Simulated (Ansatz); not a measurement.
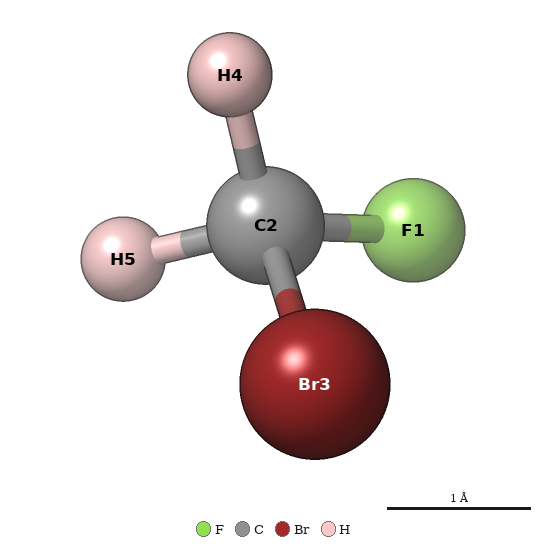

Figure made from data computed with Ansatz.

Orthographic view. Depth is shown by fading: the farther an atom, the more it takes the colour of the background. Geometry: atoms displaced at random (about 0.09 Å) from a stationary point of PBE0-D4.

Write a MOL file (V2000) with the atoms in numerical order, bonds sorted by atom number with the orders drawn, and coordinates in the frame of the picture: x right, y up, z towards the viewer, origin at the mean position.

```
CH2BrF
                    3D

  5  4  0  0  0  0  0  0  0  0999 V2000
    1.0100    0.0300   -1.0300 F   0  0  0  0  0  0  0  0  0  0  0  0
   -0.0300    0.0700   -0.1200 C   0  0  0  0  0  0  0  0  0  0  0  0
    0.3200   -1.0500    1.4500 Br  0  0  0  0  0  0  0  0  0  0  0  0
   -0.2800    1.1300    0.3500 H   0  0  0  0  0  0  0  0  0  0  0  0
   -1.0300   -0.1700   -0.6400 H   0  0  0  0  0  0  0  0  0  0  0  0
  1  2  1  0
  2  3  1  0
  2  4  1  0
  2  5  1  0
M  END
```
